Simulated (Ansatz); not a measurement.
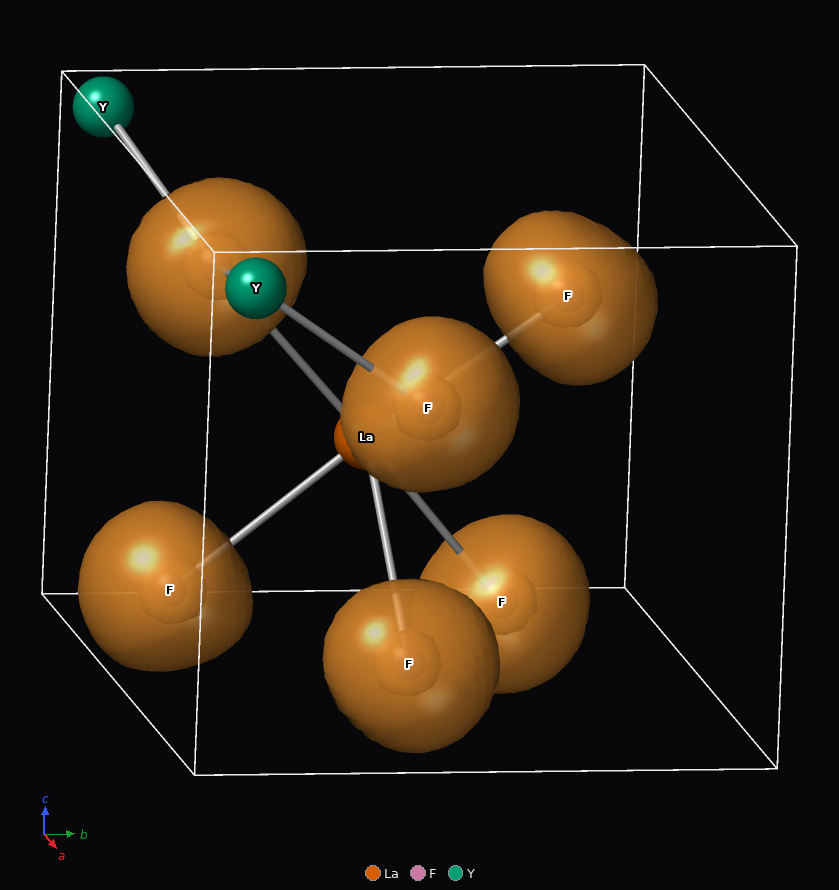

The picture shows: LaYF6. Isosurface of the electron localisation function at 0.7 (orange), seen at an oblique angle. Core shells and regions of very low density are left out. Sticks mark near contacts.

Space group P1; a structure from a database of computed crystals, not necessarily the ambient phase; started from the TaNbAl6-123 prototype, which need not be the ambient phase; changed on purpose from its base cell (shaken).

All numbers below come from Ansatz 0.2.0, DFT, PBEsol, plane waves, PAW.

In a PAW calculation such maps are meaningful between the atoms, not at the nuclei.

### Describe the localisation domains.

The surface consists of six regions wrapped around F (the valence shell of each), counted in one cell of 8 atoms. Regions shared between cells count once. Profiles from the grid: Y–F (2.14 Å): the ELF peaks at about 0.80 in the valence shell of F, 0.6 Å from its nucleus, and drops to about 0.15 between the two atoms; a largely ionic contact. La–F (2.31 Å): the ELF is about 0.30 at the midpoint and 0.15 at its lowest between the atoms (a largely ionic contact).
